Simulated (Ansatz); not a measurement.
# Calculations on CH$_{5}$BFNO

## 1. Relaxation

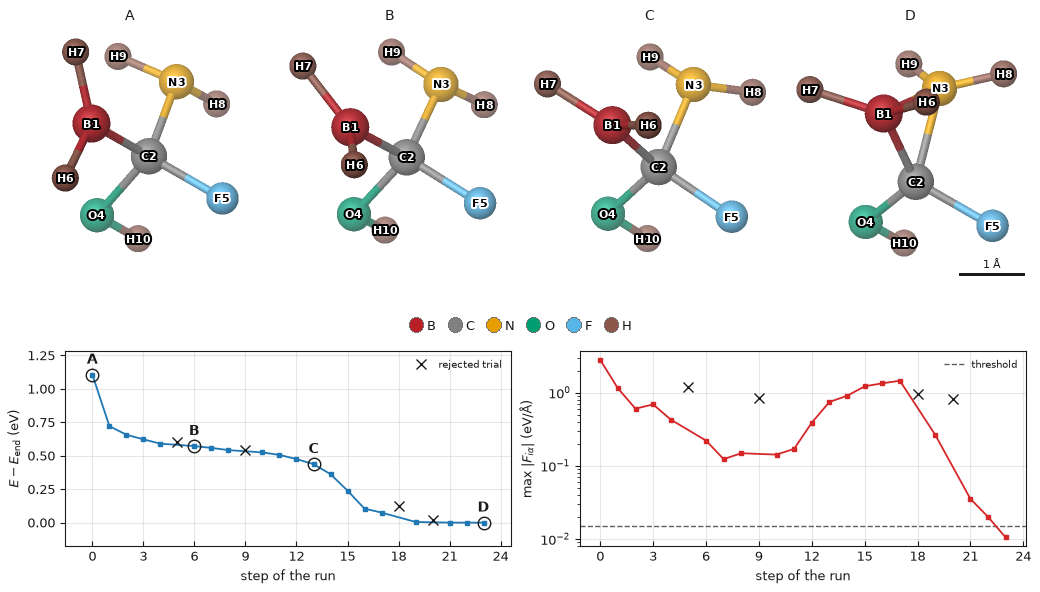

Frames of a relaxation of CH$_{5}$BFNO, marked on the history of the run. The picture is a ball-and-stick view, seen from a free direction.

The run prepares an end point of a later path (torsion) calculation, from a guessed geometry.

Level of theory: Ansatz, RKS r2SCAN-D4/cc-pVDZ.

Input file:
```yaml
crystal:
  periodic: [false, false, false]
  atoms:
    - { symbol: B, position_ang: [-0.7997, 0.6089, 1.0494] }
    - { symbol: C, position_ang: [-0.1214, 0.1315, -0.2791] }
    - { symbol: "N", position_ang: [0.1207, -1.297, -0.1752] }
    - { symbol: O, position_ang: [1.1532, 0.8587, -0.4488] }
    - { symbol: F, position_ang: [-0.956, 0.3544, -1.3747] }
    - { symbol: H, position_ang: [-1.1613, 1.8053, 1.1266] }
    - { symbol: H, position_ang: [-1.0588, -0.084, 1.9322] }
    - { symbol: H, position_ang: [0.5586, -1.6231, -1.0861] }
    - { symbol: H, position_ang: [0.9207, -1.427, 0.5824] }
    - { symbol: H, position_ang: [1.427, 0.6212, -1.3238] }
basis:
  gaussian: { orbitals: cc-pVDZ }
hamiltonian:
  xc: r2scan
  dispersion: d4
relax:
  f_tol: 0.015
  max_steps: 40
```

Command:
```bash
ansatz run input.yaml --threads 2 --pin off --max-ram 3072MiB --backend cpu --events-out ev --progress --plain --runs-dir out
```

Question: Describe the path.

Answer: The atom that moves furthest after the best rigid fit is H6 (1.72 Å). By element the largest moves are H 1.72 Å, F 0.57 Å, N 0.45 Å, C 0.45 Å, B 0.33 Å, O 0.25 Å. Among the contacts that change: B1–N3 2.445 → 1.672 Å, C2–O4 1.477 → 1.358 Å, N3–H9 1.109 → 1.018 Å, C2–N3 1.453 → 1.532 Å. Bond angles that change, for instance: B1–C2–N3 108.1° → 65.6°, B1–C2–O4 108.7° → 125.3°, B1–C2–F5 111.0° → 121.8°. Groups turn about C2–N3 by about 55°. The energy falls by 1.106 eV in 19 accepted moves (23 points after the start). The largest force component goes from 2.8 to 0.011 eV/Å. The line search rejected the trial steps at points 5, 9, 18, 20 of the run. The run took 24 s on 2 threads of AMD EPYC 9R45 96-Core Processor (Zen 5), on a shared host, peak memory 0.21 GiB. From step 0 to 6: H7 moves most (0.64 Å), energy −0.534 eV. From step 6 to 13: H6 moves most (0.77 Å), energy −0.135 eV. From step 13 to 23: H8 moves most (0.75 Å), energy −0.437 eV.

| step | E − E(0), eV | largest force component, eV/Å | note |
| --- | --- | --- | --- |
| 0 | 0.0000 | 2.7985 |  |
| 1 | -0.3847 | 1.1476 |  |
| 2 | -0.4487 | 0.6038 |  |
| 3 | -0.4834 | 0.6913 |  |
| 4 | -0.5156 | 0.4285 |  |
| 5 | -0.5020 | 1.1876 | rejected |
| 6 | -0.5336 | 0.2217 |  |
| 7 | -0.5473 | 0.1236 |  |
| 8 | -0.5637 | 0.1488 |  |
| 9 | -0.5619 | 0.8492 | rejected |
| 10 | -0.5808 | 0.1425 |  |
| 11 | -0.5999 | 0.1707 |  |
| 12 | -0.6305 | 0.3881 |  |
| 13 | -0.6686 | 0.7463 |  |
| 14 | -0.7435 | 0.9039 |  |
| 15 | -0.8665 | 1.2196 |  |
| 16 | -1.0014 | 1.3405 |  |
| 17 | -1.0304 | 1.4548 |  |
| 18 | -0.9847 | 0.9573 | rejected |
| 19 | -1.1007 | 0.2667 |  |
| 20 | -1.0879 | 0.8278 | rejected |
| 21 | -1.1057 | 0.0355 |  |
| 22 | -1.1059 | 0.0201 |  |
| 23 | -1.1060 | 0.0105 |  |

## 2. Relaxation

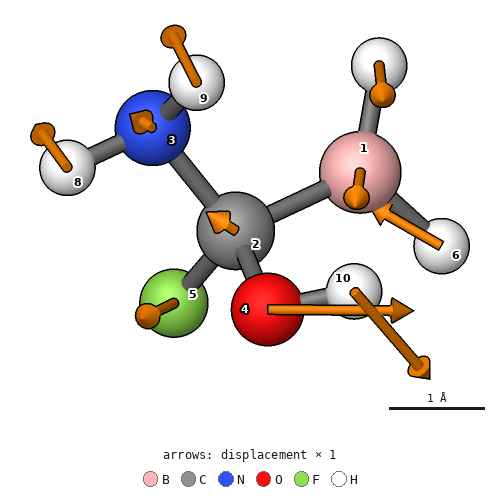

This is a relaxation of CH₅BFNO. The starting structure is drawn; orange arrows show the displacements, at their true length. The two geometries are superimposed by the best rigid fit.

Style: ball-and-stick. Shown at a tilt.

The run prepares an end point of a later path (torsion) calculation, from a guessed geometry.

These are results of RKS r2SCAN-D4/cc-pVDZ (Ansatz), not measurements.

The input:
```yaml
crystal:
  periodic: [false, false, false]
  atoms:
    - { symbol: B, position_ang: [-0.7997, 0.6089, 1.0494] }
    - { symbol: C, position_ang: [-0.1214, 0.1315, -0.2791] }
    - { symbol: "N", position_ang: [0.1207, -1.297, -0.1752] }
    - { symbol: O, position_ang: [1.1532, 0.8587, -0.4488] }
    - { symbol: F, position_ang: [-0.956, 0.3544, -1.3747] }
    - { symbol: H, position_ang: [-1.1613, 1.8053, 1.1266] }
    - { symbol: H, position_ang: [-1.0588, -0.084, 1.9322] }
    - { symbol: H, position_ang: [0.5586, -1.6231, -1.0861] }
    - { symbol: H, position_ang: [0.9207, -1.427, 0.5824] }
    - { symbol: H, position_ang: [1.25878, 1.31265, 0.37569] }
basis:
  gaussian: { orbitals: cc-pVDZ }
hamiltonian:
  xc: r2scan
  dispersion: d4
relax:
  f_tol: 0.015
  max_steps: 40
```

Command:
```bash
ansatz run input.yaml --threads 2 --pin off --max-ram 3072MiB --backend cpu --events-out ev --progress --plain --runs-dir out
```

Question: What happened in the run?

Answer: The largest moves after the best rigid fit, 1.59 Å, are those of O4 and H10. By element the largest moves are H 1.59 Å, O 1.58 Å, F 1.23 Å, B 0.89 Å, C 0.44 Å, N 0.41 Å. Near-neighbour distances that change, for instance: C2–O4 1.477 → 2.559 Å, B1–O4 2.474 → 1.441 Å, C2–N3 1.453 → 1.317 Å, N3–H9 1.109 → 1.015 Å. New bonds form: B1–O4 (2.47 → 1.44 Å). Bonds break: C2–O4 (1.48 → 2.56 Å). Bond angles that change, for instance: C2–B1–H6 117.9° → 95.0°, C2–B1–H7 124.3° → 105.5°, B1–C2–N3 108.1° → 126.4°. Over 34 accepted moves (39 points after the start) the energy falls by 37.3 kcal/mol. Largest force component: 2.4 eV/Å at the start, 0.011 eV/Å at the end. The line search rejected the trial steps at points 16, 24, 25, 29, 32 of the run.

## 3. Path

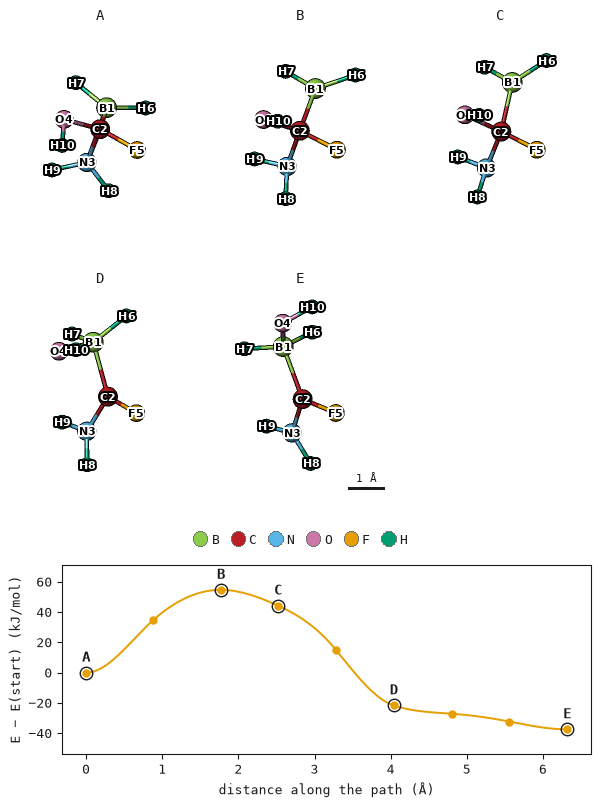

A nudged-elastic-band calculation for CH5BFNO. Images are numbered from 0 (start) to 8 (end). Frames A to E are images 0, 2, 3, 5, 8. Style: ball-and-stick. Shown from a free direction.

The calculation used RKS r2SCAN-D4/cc-pVDZ in Ansatz 0.2.0. Set-up: 7 movable images; climbing image; force threshold 0.05 eV/Å; iteration limit 60; starting path through a guess of the saddle point.

Describe the mechanism and the energy profile.

Answer. Breaking: C2–O4 (1.36 → 1.42 at the top → 2.56 Å). Forming: B1–O4 (2.59 → 2.51 at the top → 1.44 Å). The highest point, image 2, lies 54.7 kJ/mol above the start and 92.1 kJ/mol above the end; the end is at −37.4 kJ/mol relative to the start. The band converged in 15 iterations. The largest component of the band force went from 35 to 0.03 eV/Å. The climbing image converged on the top of the path. Its vibrational analysis gives 2 imaginary modes over 30i cm⁻¹, so it isn't confirmed as a transition state.

The run took 87 s on 2 threads of AMD EPYC 9R45 96-Core Processor (Zen 5), on a shared host, peak memory 0.18 GiB.
